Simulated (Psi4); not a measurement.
# [SiPH4]− (SMILES [SiH2-]P) at B3LYP/heavy-aug-cc-pVDZ (sweep point 3)

Aim: the vertical ionisation energy of [SiPH4]− at B3LYP/heavy-aug-cc-pVDZ (sweep point 3), from 2 runs. 

The calculation is run with Psi4 1.11.

### Step 1. The system as given

[SiPH4]− has 6 atoms, charge -1, and is taken as a singlet. As SMILES, `[SiH2-]P`. The shape is that of a GFN2-xTB optimisation. This is one conformer, not always the lowest.

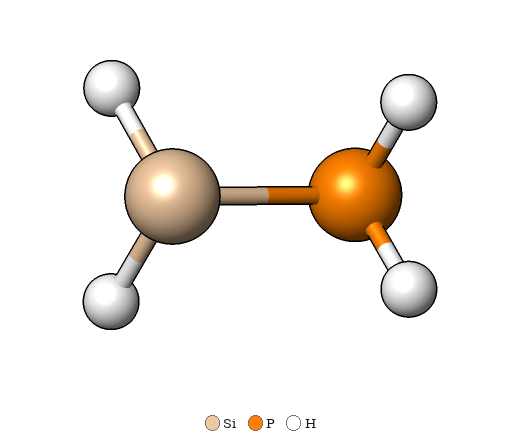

Viewed from a chosen angle; silicon light orange, phosphorus orange, hydrogen white.

### Step 2. A single-point energy at B3LYP/heavy-aug-cc-pVDZ (sweep point 3)

Contents of input.dat:

```
memory 1600 mb

molecule {
  -1 1
  Si     0.357650    -1.019850    -0.132620
  P     -0.355230     1.071380     0.132600
  H     -0.387090    -1.600590     1.036860
  H     -0.642080    -1.408110    -1.185860
  H      0.407400     1.565440    -0.899820
  H      0.619350     1.391730     1.048840
  symmetry c1
}

set puream true
set scf_type pk
set dft_radial_points 99
set dft_spherical_points 590

result, w = energy('b3lyp/heavy-aug-cc-pVDZ', return_wfn=True)
```

Command:

```console
psi4 -n 1 input.dat output.dat
```

output.dat:

```text
[...]
  Running in c1 symmetry.
[...]
  Nuclear repulsion =   83.574544087149334
[...]
  Multiplicity = 1
[...]
  Nalpha       = 17
  Nbeta        = 17
[...]
    Number of basis functions: 74
[...]
   @RKS iter   1:  -633.10315944102058   -1.88306e-01   5.93451e-03 ADIIS/DIIS
[...]
   @RKS iter   8:  -633.28483953766295   -2.83806e-08   7.11628e-07 DIIS
[...]
    Orbital Energies [Eh]
    ---------------------
    Doubly Occupied:
       1A    -76.885422     2A    -65.901695     3A     -6.359198
       4A     -5.049089     5A     -4.521703     6A     -4.519658
       7A     -4.516805     8A     -3.408553     9A     -3.407409
      10A     -3.404661    11A     -0.467649    12A     -0.295951
      13A     -0.217310    14A     -0.130406    15A     -0.123042
      16A     -0.093981    17A      0.010164
[...]
  @RKS Final Energy:  -633.28483953766295
   => Energetics <=
    Nuclear Repulsion Energy =             83.5745440871493344
    One-Electron Energy =               -1048.8054733072954150
    Two-Electron Energy =                 368.9099178597965079
    DFT Exchange-Correlation Energy =     -36.9638281773133031
    Empirical Dispersion Energy =           0.0000000000000000
    VV10 Nonlocal Energy =                  0.0000000000000000
    Total Energy =                       -633.2848395376628332
[...]
 Multipole Moments:
 ------------------------------------------------------------------------------------
     Multipole            Electronic (a.u.)      Nuclear  (a.u.)        Total (a.u.)
 ------------------------------------------------------------------------------------
 L = 1.  Multiply by 2.5417464519 to convert [e a0] to [Debye]
 Dipole X            :         -0.7109715            0.3776105           -0.3333610
 Dipole Y            :          2.3945666           -1.2645816            1.1299850
 Dipole Z            :          0.2812749           -0.1428416            0.1384333
 Magnitude           :                                                    1.1862375
[...]
```

Wall time 11 s (1 thread of Intel Xeon Platinum 8488C (Sapphire Rapids), shared host); peak memory 1.1 GiB.

### Step 3. Doublet neutral SiPH4

Contents of job.dat:

```
memory 1600 mb

molecule {
  0 2
  Si     0.357650    -1.019850    -0.132620
  P     -0.355230     1.071380     0.132600
  H     -0.387090    -1.600590     1.036860
  H     -0.642080    -1.408110    -1.185860
  H      0.407400     1.565440    -0.899820
  H      0.619350     1.391730     1.048840
  units angstrom
  symmetry c1
}

set globals {
  basis heavy-aug-cc-pVDZ
  reference uks
  puream true
  scf_type pk
  dft_radial_points 99
  dft_spherical_points 590
  maxiter 150
}

energy("b3lyp")
```

Command:

```console
psi4 -n 1 job.dat job.out
```

job.out:

```text
[...]
  Running in c1 symmetry.
[...]
  Nuclear repulsion =   83.574544087149334
[...]
  Multiplicity = 2
[...]
  Nalpha       = 17
  Nbeta        = 16
[...]
    Number of basis functions: 74
[...]
   @UKS iter   1:  -633.14437089935871   -2.29517e-01   4.18624e-03 DIIS/ADIIS
[...]
   @UKS iter   9:  -633.22286570340714   -1.03189e-08   1.97654e-07 DIIS
[...]
   @S^2 Observed:                7.537603904E-01
[...]
    Orbital Energies [Eh]
    ---------------------
    Alpha Occupied:
       1A    -77.087288     2A    -66.149548     3A     -6.560653
       4A     -5.296024     5A     -4.722012     6A     -4.721358
       7A     -4.719775     8A     -3.657383     9A     -3.653018
      10A     -3.652642    11A     -0.666407    12A     -0.516702
      13A     -0.406290    14A     -0.333431    15A     -0.330813
      16A     -0.305523    17A     -0.234252
    Alpha Virtual:
      18A     -0.015592    19A     -0.000485    20A      0.012516
      21A      0.029090    22A      0.029411    23A      0.032444
      24A      0.038811    25A      0.042437    26A      0.064455
[...]
  @UKS Final Energy:  -633.22286570340714
   => Energetics <=
    Nuclear Repulsion Energy =             83.5745440871493344
    One-Electron Energy =               -1041.6883007556646135
    Two-Electron Energy =                 361.6751389066137108
    DFT Exchange-Correlation Energy =     -36.7842479415055550
    Empirical Dispersion Energy =           0.0000000000000000
    VV10 Nonlocal Energy =                  0.0000000000000000
    Total Energy =                       -633.2228657034071375
[...]
 Multipole Moments:
 ------------------------------------------------------------------------------------
     Multipole            Electronic (a.u.)      Nuclear  (a.u.)        Total (a.u.)
 ------------------------------------------------------------------------------------
 L = 1.  Multiply by 2.5417464519 to convert [e a0] to [Debye]
 Dipole X            :         -0.0066715            0.3776105            0.3709391
 Dipole Y            :          1.3851848           -1.2645816            0.1206032
 Dipole Z            :          0.1116219           -0.1428416           -0.0312197
 Magnitude           :                                                    0.3912998
[...]
```

Wall time 16 s (1 thread of Intel Xeon Platinum 8488C (Sapphire Rapids), shared host); peak memory 1.1 GiB.

### Step 4. What came out

Level: B3LYP/heavy-aug-cc-pVDZ (sweep point 3).

| quantity | value |
| --- | --- |
| singlet [SiPH4]−: total energy | -633.28484 Eh |
| singlet [SiPH4]−: HOMO energy | 0.28 eV |
| singlet [SiPH4]−: LUMO energy | 3.21 eV |
| singlet [SiPH4]−: HOMO–LUMO gap (to an unbound level, set by the basis) | 2.93 eV |
| doublet neutral SiPH4: total energy | -633.22287 Eh |
| doublet neutral SiPH4: dipole moment | 0.99 D |
| doublet neutral SiPH4: HOMO energy (highest over α and β) | -6.37 eV |
| doublet neutral SiPH4: LUMO energy (lowest over α and β) | -3.72 eV |
| doublet neutral SiPH4: ⟨S²⟩ | 0.754 |
| vertical detachment energy (to the doublet neutral) | 1.686 eV |

What this shows: The vertical ionisation energy comes to 1.69 eV (163 kJ/mol). −ε(HOMO) before ionisation, -0.28 eV, is 1.96 eV below this ionisation energy. The HOMO (singlet [SiPH4]−) lies at positive energy, 0.28 eV; only total energies tell whether the electron is bound.
